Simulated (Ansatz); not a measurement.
# SiH4 (singlet): one geometry, many settings

What do other methods and options give for SiH4 (singlet) at this geometry, and how long do they take?

Computed with Ansatz 0.2.0, Gaussian basis. Level: the settings change from run to run.

17 further runs of the same task are left out: 7 that didn't finish, 10 set aside as unsound or not needed.

### Step 1. The geometry

The geometry is a PBE0/def2-TZVP stationary point (not a proven minimum).

5 atoms, charge 0, spin multiplicity 1.

Atoms are counted from 1 here; the program's logs count them from 0.

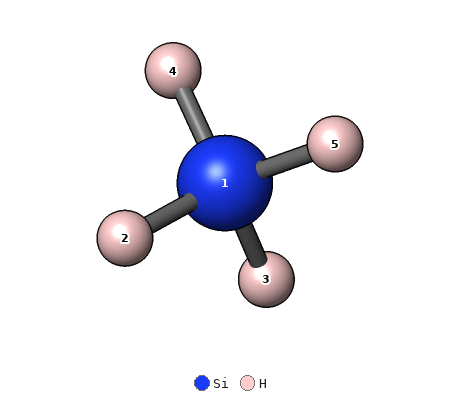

The structure; silicon blue, hydrogen pink; atoms are numbered from 1 in the order of the file.

Geometry (Å):

```xyz
5

Si    0.00000    0.00000    0.00000
H     0.85585    0.85874    0.85683
H    -0.85955   -0.85442    0.85745
H    -0.85473    0.85554   -0.86115
H     0.85843   -0.85986   -0.85313
```

### Step 2. CCSD(T)/6-31G

Contents of in.yaml:

```yaml
crystal:
  periodic: [false, false, false]
  atoms:
    - {symbol: Si, position_ang: [0.000000, 0.000000, 0.000000]}
    - {symbol: H, position_ang: [0.855850, 0.858745, 0.856831]}
    - {symbol: H, position_ang: [-0.859551, -0.854424, 0.857445]}
    - {symbol: H, position_ang: [-0.854730, 0.855535, -0.861149]}
    - {symbol: H, position_ang: [0.858431, -0.859856, -0.853127]}
basis:
  gaussian: {orbitals: 6-31G, fitting: {mean_field: def2-universal-jkfit}}
magnetization: {spin_polarized: false}
hamiltonian: {xc: {name: B3LYP}}
correlation: {method: ccsd_t, electrons: valence}
output: {forces: true}
```

Run with:

```console
$ ansatz run in.yaml --threads 1 --pin off --events-out ev --progress --plain --max-ram 2393MiB
```

Output, cut to the lines that bear on the results:

```text
Functional definition: B3LYP
  name "B3LYP"
  cite "Stephens, Devlin, Chabalowski & Frisch, J. Phys. Chem. 98, 11623 (1994) doi:10.1021/j100096a001"
  cite "Becke, Phys. Rev. A 38, 3098 (1988) doi:10.1103/PhysRevA.38.3098"
  cite "Lee, Yang & Parr, Phys. Rev. B 37, 785 (1988) doi:10.1103/PhysRevB.37.785"
  cite "Vosko, Wilk & Nusair, Can. J. Phys. 58, 1200 (1980) doi:10.1139/p80-159"
[...]
200 factors; integrals over basis functions are off by at most 8.1e-2 eV
[...]
mean field -7941.65581348 eV, -291.8504680977 hartree, gradient 8.3e-7 eV, S^2 0.000000; 0 other end points of the search recorded, 0 dependent functions left out
5 core orbitals not correlated: weight in the atoms' cores, before any rotation towards them, 1.000 or more for the frozen orbitals, at most 0.000 for the correlated occupied ones
reference -7923.09126485 eV, -291.1682335191 hartree; 4, 4 occupied and 12, 12 virtual orbitals, 200 factors
second order -1.72687204 eV of doubles, -0.09085416 eV of singles
cycle   1  -2.23180385 eV  change   -4.2e-1 eV  update   4.9e-2
[...]
cycle   8  -2.41895187 eV  change    3.3e-6 eV  update   1.6e-6
perturbative correction -0.02388564 eV, -0.0008777812 hartree
[...]
Total energy: -7925.53410237 eV, -291.2580061420 hartree
Atom 0 at     0.000000     0.000000     0.000000 Å, force     0.000000    -0.000000    -0.000003 eV/Å
Atom 1 at     0.855850     0.858745     0.856831 Å, force     0.316434     0.317504     0.316797 eV/Å
Atom 2 at    -0.859551    -0.854424     0.857445 Å, force    -0.317803    -0.315907     0.317024 eV/Å
Atom 3 at    -0.854730     0.855535    -0.861149 Å, force    -0.316018     0.316315    -0.318392 eV/Å
Atom 4 at     0.858431    -0.859856    -0.853127 Å, force     0.317386    -0.317913    -0.315426 eV/Å
Dipole moment:     0.000000    -0.000000     0.000000 e Å
```

Wall time 0.81 s (1 thread of Arm Neoverse V1, shared host).

From the report: correlation -2.4428 eV; T1 0.012; largest double amplitude 0.04. The orbitals are Kohn-Sham ones, so correlation energy and T1 don't compare with those on Hartree-Fock orbitals.

### Step 3. MP2 on RHF/def2-TZVP

in.yaml, as its differences from that of step 2:

```diff
@@ -9,6 +9,5 @@
 basis:
-  gaussian: {orbitals: 6-31G, fitting: {mean_field: def2-universal-jkfit}}
+  gaussian: {orbitals: def2-TZVP}
 magnetization: {spin_polarized: false}
-hamiltonian: {xc: {name: B3LYP}}
-correlation: {method: ccsd_t, electrons: valence}
+correlation: {method: mp2, electrons: all}
 output: {forces: true}
```

The command is unchanged.

Output, cut to the lines that bear on the results:

```text
Functional definition: HF
  name "HF"
  cite "Fock, Z. Phys. 61, 126 (1930) doi:10.1007/BF01340294"
  parent pbe
[...]
414 factors; integrals over basis functions are off by at most 8.7e-4 eV
[...]
mean field -7925.52838172 eV, -291.2577959122 hartree, gradient 1.4e-6 eV, S^2 0.000000; 0 other end points of the search recorded, 0 dependent functions left out
reference -7925.52838172 eV, -291.2577959122 hartree; 9, 9 occupied and 52, 52 virtual orbitals, 414 factors
second order -6.38501724 eV of doubles, -0.00000000 eV of singles
[...]
Total energy: -7931.91339896 eV, -291.4924409678 hartree
Atom 0 at     0.000000     0.000000     0.000000 Å, force     0.000000    -0.000000    -0.000003 eV/Å
Atom 1 at     0.855850     0.858745     0.856831 Å, force    -0.133575    -0.134027    -0.133729 eV/Å
Atom 2 at    -0.859551    -0.854424     0.857445 Å, force     0.134153     0.133353    -0.133825 eV/Å
Atom 3 at    -0.854730     0.855535    -0.861149 Å, force     0.133403    -0.133529     0.134404 eV/Å
Atom 4 at     0.858431    -0.859856    -0.853127 Å, force    -0.133981     0.134203     0.133152 eV/Å
Dipole moment:    -0.000000     0.000000     0.000000 e Å
```

Run time: 0.48 s. Hardware: 1 thread of Arm Neoverse V1, shared host.

### Step 4. CCSDT on RHF/6-31G

in.yaml, as its differences from that of step 3:

```diff
@@ -9,5 +9,5 @@
 basis:
-  gaussian: {orbitals: def2-TZVP}
+  gaussian: {orbitals: 6-31G}
 magnetization: {spin_polarized: false}
-correlation: {method: mp2, electrons: all}
+correlation: {method: ccsdt, electrons: all}
 output: {forces: true}
```

Launched as before.

Output, cut to the lines that bear on the results:

```text
Functional definition: HF
  name "HF"
  cite "Fock, Z. Phys. 61, 126 (1930) doi:10.1007/BF01340294"
  parent pbe
[...]
461 factors; integrals over basis functions are off by at most 2.9e-8 eV
[...]
mean field -7923.24422826 eV, -291.1738548207 hartree, gradient 1.4e-6 eV, S^2 0.000000; 0 other end points of the search recorded, 0 dependent functions left out
reference -7923.24422826 eV, -291.1738548207 hartree; 9, 9 occupied and 12, 12 virtual orbitals, 461 factors
second order -1.77122115 eV of doubles, -0.00000000 eV of singles
cycle   1  -2.19248775 eV  change   -4.2e-1 eV  update   5.4e-2
[...]
cycle   9  -2.43470388 eV  change    1.3e-6 eV  update   1.4e-6
[...]
Total energy: -7925.67893214 eV, -291.2633285381 hartree
Atom 0 at     0.000000     0.000000     0.000000 Å, force     0.000000    -0.000000    -0.000003 eV/Å
Atom 1 at     0.855850     0.858745     0.856831 Å, force     0.317591     0.318665     0.317955 eV/Å
Atom 2 at    -0.859551    -0.854424     0.857445 Å, force    -0.318965    -0.317062     0.318183 eV/Å
Atom 3 at    -0.854730     0.855535    -0.861149 Å, force    -0.317173     0.317472    -0.319556 eV/Å
Atom 4 at     0.858431    -0.859856    -0.853127 Å, force     0.318547    -0.319075    -0.316579 eV/Å
Dipole moment:     0.000000    -0.000000     0.000000 e Å
```

It took 2.8 s on 1 thread of Arm Neoverse V1, shared host.

From the report: correlation -2.4347 eV; T1 0.005; largest double amplitude 0.04.

### Step 5. NEVPT4(SD)(8,7)/6-31G

in.yaml, as its differences from that of step 4:

```diff
@@ -10,4 +10,3 @@
   gaussian: {orbitals: 6-31G}
-magnetization: {spin_polarized: false}
-correlation: {method: ccsdt, electrons: all}
-output: {forces: true}
+correlation: {method: fic_nevpt4_sd, electrons: outside_noble_gas, active_space: {window: {electrons: 8, orbitals: 7}, states: [{multiplicity: 1, weights: [0.5, 0.5, 1, 1]}]}}
+scf: {lower_state_search: off}
```

The command is unchanged.

Output, cut to the lines that bear on the results:

```text
Functional definition: HF
  name "HF"
  cite "Fock, Z. Phys. 61, 126 (1930) doi:10.1007/BF01340294"
  parent pbe
[...]
461 factors; integrals over basis functions are off by at most 2.9e-8 eV
[...]
mean field -7923.24422826 eV, -291.1738548207 hartree, gradient 1.4e-6 eV, S^2 0.000000; 0 other end points of the search recorded, 0 dependent functions left out
reference -7923.24422826 eV, -291.1738548207 hartree; 9, 9 occupied and 12, 12 virtual orbitals, 461 factors
state -7923.87340153 eV, -291.1969765119 hartree
state -7913.48720730 eV, -290.8152909141 hartree
state -7913.21536429 eV, -290.8053008678 hartree
state -7913.21536388 eV, -290.8053008527 hartree
state -7923.87340153 eV, -291.1969765119 hartree; corrected -7925.52721609 eV, -291.2577530761 hartree
state -7913.48720730 eV, -290.8152909141 hartree; corrected -7915.22601585 eV, -290.8791909494 hartree
state -7913.21536429 eV, -290.8053008678 hartree; corrected -7915.06929987 eV, -290.8734317436 hartree
state -7913.21536388 eV, -290.8053008527 hartree; corrected -7915.06929946 eV, -290.8734317285 hartree
an earlier search ended where averaged states of different weights were degenerate, so these states were given the mean of their weights and the orbitals were optimised with it; in the result, neighbours among these states lie up to 2.7e-1 eV apart
Total energy: -7916.85581801 eV, -290.9390850742 hartree
Checks for a lower state left out: stability, starts, cluster_reference, orbital_swaps, neighbouring_geometries, increment
```

Wall time 41 s (1 thread of Arm Neoverse V1, shared host).

From the report: 625 determinants; active occupations (of the averaged states) 1.99, 1.78, 1.78, 1.54, 0.43, 0.43, 0.04.

### Step 6. All runs side by side

Where basis and cores are those of an earlier FCI/6-31G run (-7925.5878 eV), and the state is the same kind, the miss against it is given.

```tsv
level	correlated	functions	energy (eV)	from FCI (meV)	time
CCSD(T)/6-31G (on B3LYP orbitals)	valence	21	-7925.5341	53.7	0.81 s
MP2 on RHF/def2-TZVP	all	61	-7931.9134		0.48 s
CCSDT on RHF/6-31G	all	21	-7925.6789		2.8 s
NEVPT4(SD)(8,7)/6-31G (mean of several states)	outside noble gas	21	-7916.8558		41 s
```

### Step 7. What came out

| quantity | value |
| --- | --- |
| runs | 4 |
| quickest | MP2 on RHF/def2-TZVP, 0.48 s |
| slowest | NEVPT4(SD)(8,7)/6-31G (mean of several states), 41 s |

What this shows: Total energies in different bases, with other cores or another treatment of relativity can't be set against each other. NEVPT4(SD)(8,7)/6-31G (mean of several states) took 85 times as long as MP2 on RHF/def2-TZVP; the jobs differ in more than the method. Cores frozen from Kohn-Sham orbitals shift the total energy.
